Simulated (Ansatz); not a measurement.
# How Hf(0001) screens a field, part 2 of 2

Where does the screening charge of Hf(0001) sit?

Ansatz 0.2.0; plane-wave DFT, LDA, Ansatz PAW.

So far. Step 7 (Atoms held, field 0.2 V/Å): The dipole is 0.245 e·Å. Step 8 (Single point, field -0.2 V/Å): The dipole is -0.245 e·Å.

## 9. Atoms held, field 0.4 V/Å

File input.yaml:

```yaml
crystal:
  lattice:
    - [3.2, 0.0, 0.0]
    - [1.6, 2.7712812921, 0.0]
    - [0.0, 0.0, 38.2496]
  atoms:
    - { symbol: Hf, position: [0.0, 0.0, 0.2352965783] }
    - { symbol: Hf, position: [0.6666666667, 0.6666666667, 0.3014724337] }
    - { symbol: Hf, position: [0.0, 0.0, 0.3676482891] }
    - { symbol: Hf, position: [0.6666666667, 0.6666666667, 0.4338241446] }
    - { symbol: Hf, position: [0.0, 0.0, 0.5] }
    - { symbol: Hf, position: [0.6666666667, 0.6666666667, 0.5661758554] }
    - { symbol: Hf, position: [0.0, 0.0, 0.6323517109] }
    - { symbol: Hf, position: [0.6666666667, 0.6666666667, 0.6985275663] }
    - { symbol: Hf, position: [0.0, 0.0, 0.7647034217] }
kpoints:
  mp_grid: { grid: [18, 18, 1] }
hamiltonian:
  xc: lda
scf:
  occupations: { method: fermi_dirac, width: 0.1 }
  convergence: { dr2_threshold: 1.0e-10 }
efield:
  axis: 3
  dipole_correction: true
  ramp_position: 0.97
  ramp_width: 0.06
  amplitude: 0.4
output:
  forces: true
  write_potential: true
  write_density: true
  volumetric_format: npy
  elf: true
```

On the command line:

```console
$ ansatz run input.yaml --threads 4 --pin off --max-ram 6144MiB --backend cpu --events-out ev --progress --plain --runs-dir out
```

Numbers of over 12 decimals in the logs are rounded to 6 here.

What it wrote:

```text
[...]
Crystal: 9 atoms, lattice volume = 339.201 Å³
Basis set: ecut = 420 eV, 6739 PW (Γ)
Bands: 141, of which v1, the nominal top of the filled ones, is band 117 counted from 1 (116 counted from 0)
Symmetry: 6 space group operations
k-points: 37 of 324 (time reversal used)
[...]
k-point 0: bands = [... 113 lower, 10.3434, 10.5534, 10.6432, 10.7744, 10.7744, 10.7752, 10.7752, 10.8992, ... 20 higher]
  k-point 1: bands = [... 113 lower, 10.2405, 10.4274, 10.6175, 10.6535, 10.6593, 10.7251, 10.7561, 10.8437, ... 20 higher]
  k-point 2: bands = [... 113 lower, 10.0972, 10.1483, 10.2686, 10.3526, 10.4259, 10.5409, 10.5886, 10.7635, ... 20 higher]
  k-point 36: bands = [... 113 lower, 8.5173, 8.7926, 8.7942, 9.7121, 9.7563, 9.7686, 9.8859, 9.9311, ... 20 higher]
[key lines of the parts left out:]
SCF converged after 20 iterations
Free energy (F): -139289.255421 eV
Fermi energy:    9.827829 eV
Dipole field:    D = 0.261037 V/Å  (p = 0.489326 e·Å, saw-weighted, corrected)
```

Elapsed: 3.6 min, on 4 threads of Arm Neoverse N1, shared host; peak memory 1.9 GiB.

Running mean over 2.531 Å of the planar mean, with the applied field; the ramp of the sawtooth is left out. Electron's electrostatic potential energy less the Fermi level against z:

| z (Å) | electron's electrostatic potential energy less the Fermi level (eV) |
| --- | --- |
| 5.0 | 3.88 |
| 7.5 | -0.366 |
| 10.0 | -7.05 |
| 12.5 | -7.11 |
| 15.0 | -7.12 |
| 17.5 | -7.13 |
| 20.0 | -7.13 |
| 22.5 | -7.14 |
| 25.0 | -7.10 |
| 27.5 | -7.01 |
| 30.0 | -5.33 |
| 32.5 | 4.82 |

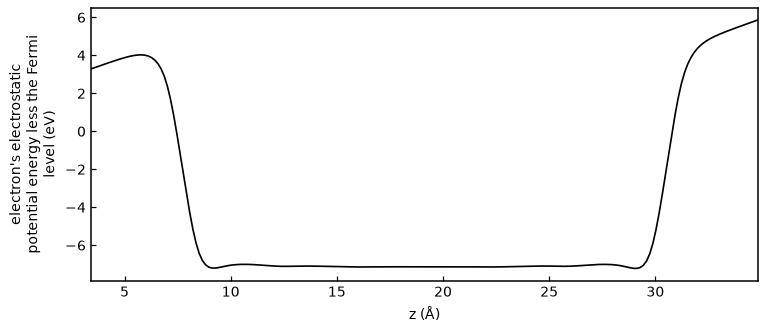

Electron's electrostatic potential energy less the Fermi level, plotted against z.

The dipole is 0.489 e·Å.

## 10. The response

This step: plane-wave DFT, LDA, Ansatz PAW; screening of a field by a metal slab (Ansatz 0.2.0).

The dipoles give the slope, and the difference of two potentials shows where the field is screened.

This step gave:

```
equivalent conductor thickness p/(ε₀AE)      : 24.95 Å
distance between the outer atoms             : 20.25 Å
inner field over outer field                 : -5.22e-5
image plane, upper face                      : 2.339 Å
induced electrons on the upper face over ε₀E : -0.9999
image plane, lower face                      : 2.339 Å
induced electrons on the lower face over ε₀E : 0.9999
```

Dipole of the cell against applied field:

```
applied field (V/Å)  dipole of the cell (e·Å)
             -0.200                    -0.245
             -0.100                    -0.122
             -0.050                   -0.0611
              0.000                         0
              0.050                    0.0611
              0.100                     0.122
              0.200                     0.245
              0.400                     0.489
```

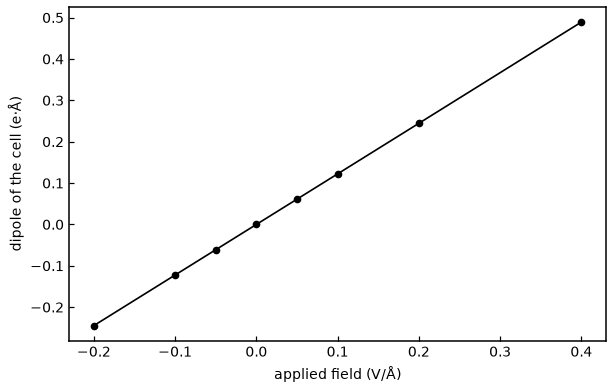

Dipole of the cell against applied field.

Local field over the applied field, running mean. From the potentials at -0.05 and 0.05 V/Å; running mean over 2.531 Å. Local field over applied field against z:

```csv
z (Å),local field over applied field
5.0,0.949
7.5,0.215
10.0,-0.00334
12.5,0.00210
15.0,-2.1e-4
17.5,7.5e-5
20.0,6.9e-5
22.5,2.5e-5
25.0,0.00122
27.5,-0.00673
30.0,0.0266
32.5,0.843
```

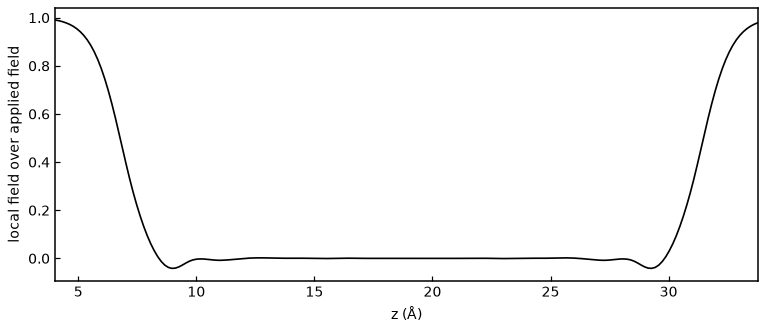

Local field over applied field, plotted against z.

Electrons, planar mean, per unit field. Induced electron density against z:

```
z (Å)  induced electron density (e/Å³ per V/Å)
    6                                  0.00121
    8                                  0.00152
   10                                   1.9e-4
   12                                   5.3e-5
   14                                   9.7e-5
   16                                   4.9e-5
   18                                   9.1e-6
   20                                  -4.4e-6
   22                                  -3.2e-5
   24                                  -6.5e-5
   26                                  -7.0e-5
   28                                   1.9e-5
   30                                   4.9e-4
   32                                 -0.00166
```

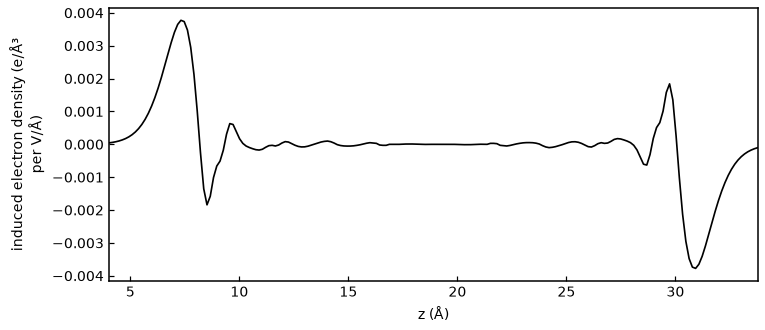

Induced electron density against z.

By hand: between -0.05 and 0.05 V/Å the dipole changes by 0.1223 e·Å, a slope of 1.223 e·Å²/V. A perfect conductor of thickness t has p = ε₀AEt, so t = 180.95 × 1.223 / 8.868 = 24.95 Å (e/ε₀ = 180.95 V·Å, A in Å²). Less the 20.25 Å between the outer atoms, and halved, that puts each image plane 2.35 Å out.

The induced dipole is that of a conductor 24.95 Å thick.

## 11. A changed input

This step: plane-wave DFT, LDA, Ansatz PAW (Ansatz 0.2.0).

A run with a changed input: it repeats the earlier run at 0.05 V/Å with efield.dipole_correction from true to false.

input.yaml, as its differences from that of step 9:

```diff
@@ -24,6 +24,6 @@
   axis: 3
-  dipole_correction: true
+  dipole_correction: false
   ramp_position: 0.97
   ramp_width: 0.06
-  amplitude: 0.4
+  amplitude: 0.05
 output:
@@ -33,2 +33 @@
   volumetric_format: npy
-  elf: true
```

What it wrote:

```text
[...]
Crystal: 9 atoms, lattice volume = 339.201 Å³
Basis set: ecut = 420 eV, 6739 PW (Γ)
Bands: 141, of which v1, the nominal top of the filled ones, is band 117 counted from 1 (116 counted from 0)
Symmetry: 6 space group operations
k-points: 37 of 324 (time reversal used)
[...]
SCF iter   1: F=—  HF=-139290.204171 eV  |F-HF|=—  |Δ(HF+E_count)|=         —  Δρ=1.84e-2  dr2=2.02e2  ethr=1.77e-3  p=0.000 e·Å  V_vac-E_F(+/−)=5.94/4.18 eV  ⟨swp⟩=5.1  Hψ=16252  notcnv=0  defer=86
[...]
SCF iter  14: F=-139289.161980 eV  HF=-139289.161980 eV  |F-HF|=2.33e-10  |Δ(HF+E_count)|=  1.75e-10  Δρ=1.12e-7  dr2=9.62e-11  ethr=1.00e-12  p=0.176 e·Å  V_vac-E_F(+/−)=5.25/3.76 eV  ⟨swp⟩=14.1  Hψ=40267  notcnv=0
SCF 1 converged in 14 iterations: F = -139289.161980 eV  dr2 = 9.62e-11
[...]
SCF converged after 14 iterations
Free energy (F): -139289.161980 eV
[...]
Internal energy: -139288.809989 eV  (E = F + TS)
E sigma→0 (E₀):  -139288.985985 eV
Entropy (-TS):   -0.351991 eV (-39.110 meV/atom)
Fermi energy:    9.836676 eV
Dipole field:    D = 0.093777 V/Å  (p = 0.175790 e·Å, saw-weighted)
Work function:   not extracted (applied field tilts the vacuum); planar V_es + V_field profile in the machine report
[...]
--- Forces (eV/Å), atoms counted from 1 ---
  atom   1  Hf     0.00000000    -0.00000000     1.03993209
  atom   2  Hf    -0.00000000     0.00000000    -0.70979218
  atom   3  Hf     0.00000000    -0.00000000     0.11159624
  atom   4  Hf    -0.00000000     0.00000000     0.00146483
  atom   5  Hf    -0.00000000    -0.00000000    -0.00027092
  atom   6  Hf    -0.00000000     0.00000000    -0.00178700
  atom   7  Hf     0.00000000    -0.00000000    -0.11100947
  atom   8  Hf     0.00000000     0.00000000     0.70913226
  atom   9  Hf    -0.00000000    -0.00000000    -1.03931132
  max |Σ_I F_I| component: 4.55e-5 eV/Å
--- Band table (eV; the first three rows and the last of 37) ---
  k-point 0: bands = [... 113 lower, 10.3503, 10.5609, 10.6522, 10.7834, 10.7834, 10.7840, 10.7840, 10.9085, ... 20 higher]
  k-point 1: bands = [... 113 lower, 10.2418, 10.4349, 10.6265, 10.6624, 10.6681, 10.7340, 10.7652, 10.8526, ... 20 higher]
  k-point 2: bands = [... 113 lower, 10.1017, 10.1561, 10.2775, 10.3614, 10.4349, 10.5501, 10.5972, 10.7726, ... 20 higher]
  k-point 36: bands = [... 113 lower, 8.5263, 8.8022, 8.8028, 9.7211, 9.7652, 9.7776, 9.8948, 9.9400, ... 20 higher]
```

Elapsed: 2.7 min, on 4 threads; peak memory 1.9 GiB.

```
                     quantity  this run  earlier run  difference
dipole along the normal (e·Å)    0.1758      0.06113        0.11
```

With the dipole correction off, the periodic images add a field of their own to the typed one.

It moves by +0.115 e·Å.

These numbers are not those of the isolated slab.

## 12. A changed input

Another changed input: it repeats the earlier run at 0.05 V/Å with efield.dipole_correction from true to false.

input.yaml is that of step 11.

What it wrote:

```text
[...]
Crystal: 9 atoms, lattice volume = 339.201 Å³
Basis set: ecut = 420 eV, 6739 PW (Γ)
Bands: 141, of which v1, the nominal top of the filled ones, is band 117 counted from 1 (116 counted from 0)
Symmetry: 6 space group operations
k-points: 37 of 324 (time reversal used)
[...]
SCF iter   1: F=—  HF=-139290.204171 eV  |F-HF|=—  |Δ(HF+E_count)|=         —  Δρ=1.84e-2  dr2=2.02e2  ethr=1.77e-3  p=0.000 e·Å  V_vac-E_F(+/−)=5.94/4.18 eV  ⟨swp⟩=5.1  Hψ=16252  notcnv=0  defer=86
[...]
SCF iter  14: F=-139289.161980 eV  HF=-139289.161980 eV  |F-HF|=2.33e-10  |Δ(HF+E_count)|=  1.75e-10  Δρ=1.12e-7  dr2=9.62e-11  ethr=1.00e-12  p=0.176 e·Å  V_vac-E_F(+/−)=5.25/3.76 eV  ⟨swp⟩=14.1  Hψ=40267  notcnv=0
SCF 1 converged in 14 iterations: F = -139289.161980 eV  dr2 = 9.62e-11
[...]
SCF converged after 14 iterations
Free energy (F): -139289.161980 eV
[...]
Internal energy: -139288.809989 eV  (E = F + TS)
E sigma→0 (E₀):  -139288.985985 eV
Entropy (-TS):   -0.351991 eV (-39.110 meV/atom)
Fermi energy:    9.836676 eV
Dipole field:    D = 0.093777 V/Å  (p = 0.175790 e·Å, saw-weighted)
Work function:   not extracted (applied field tilts the vacuum); planar V_es + V_field profile in the machine report
[...]
--- Forces (eV/Å), atoms counted from 1 ---
  atom   1  Hf     0.00000000    -0.00000000     1.03993209
  atom   2  Hf    -0.00000000     0.00000000    -0.70979218
  atom   3  Hf     0.00000000    -0.00000000     0.11159624
  atom   4  Hf    -0.00000000     0.00000000     0.00146483
  atom   5  Hf    -0.00000000    -0.00000000    -0.00027092
  atom   6  Hf    -0.00000000     0.00000000    -0.00178700
  atom   7  Hf     0.00000000    -0.00000000    -0.11100947
  atom   8  Hf     0.00000000     0.00000000     0.70913226
  atom   9  Hf    -0.00000000    -0.00000000    -1.03931132
  max |Σ_I F_I| component: 4.55e-5 eV/Å
--- Band table (eV; the first three rows and the last of 37) ---
  k-point 0: bands = [... 113 lower, 10.3503, 10.5609, 10.6522, 10.7834, 10.7834, 10.7840, 10.7840, 10.9085, ... 20 higher]
  k-point 1: bands = [... 113 lower, 10.2418, 10.4349, 10.6265, 10.6624, 10.6681, 10.7340, 10.7652, 10.8526, ... 20 higher]
  k-point 2: bands = [... 113 lower, 10.1017, 10.1561, 10.2775, 10.3614, 10.4349, 10.5501, 10.5972, 10.7726, ... 20 higher]
  k-point 36: bands = [... 113 lower, 8.5263, 8.8022, 8.8028, 9.7211, 9.7652, 9.7776, 9.8948, 9.9400, ... 20 higher]
```

The job ended after 2.7 min (4 threads; peak memory 1.9 GiB).

| quantity | this run | earlier run | difference |
| --- | --- | --- | --- |
| dipole along the normal (e·Å) | 0.1758 | 0.06113 | 0.11 |

With the dipole correction off, the periodic images add a field of their own to the typed one.

It moves by +0.115 e·Å.

These numbers are not those of the isolated slab.

## 13. Results

| Item | Value |
| --- | --- |
| work function | 4.55 eV |
| image plane, upper face | 2.34 Å |
| induced electrons on the upper face over ε₀E | -1.000 |
| equivalent conductor thickness p/(ε₀AE) | 24.9 Å |
| inner field over outer field | -5.2e-5 |

The induced charge has its centre 2.34 Å outside the outermost atoms; this is the plane from which a capacitor's gap or an image potential counts. The equivalent conductor thickness exceeds the distance between the outer atoms by 4.70 Å, about the sum of the two image-plane distances. In the middle of the slab the field is screened to under 0.5 % of its outer value. The atoms are held at bulk positions with the tabulated experimental lattice constant.

[Logs are printed without paths, hosts, clocks, repeated set-up lines and the standing remarks that a program may print on its own settings, such as how far it seeks lower states.]

[Hosts, paths, dates, database ids (printed as entryN), source tags and the programs' standing remarks are cut or masked in the printed files.]

[Maps of the electrostatic potential energy from Ansatz leave out the sawtooth potential of an applied field or a dipole correction, so their vacuum need not be flat; planar profiles and work functions include it.]
